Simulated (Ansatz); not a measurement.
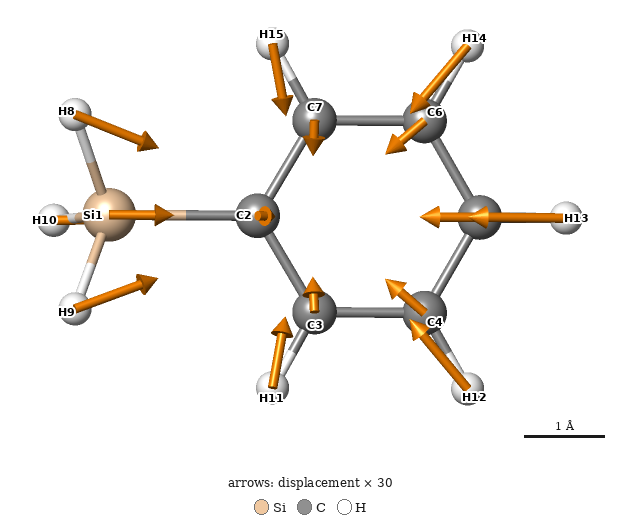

This is a relaxation of C6H8Si. The starting structure is drawn; orange arrows show the displacements, magnified 30 times. The two geometries are superimposed by the best rigid fit.

Style: ball-and-stick. Shown face on.

The start comes from PBE-D4/def2-SVP.

Method: Ansatz, RKS PBE0-D4/def2-TZVP. (force threshold 0.005 eV/Å; at most 150 steps)

### Atoms of which element are displaced furthest, and by how much?

Hydrogen: up to 0.043 Å, against 0.027 Å for silicon.

### What did the optimiser do to the structure, and how much energy did it gain?

An H atom moves most after the best rigid fit: 0.043 Å. By element the largest moves are H 0.043 Å, Si 0.027 Å, C 0.026 Å. Some distances before and after: C–Si 1.886 → 1.867 Å, H–Si 1.508 → 1.489 Å, C–C 1.413 → 1.396 Å, C–H 1.101 → 1.084 Å. After 3 geometry steps the energy has fallen by 1.86 kcal/mol. Largest force component: 0.57 eV/Å at the start, 0.0015 eV/Å at the end.
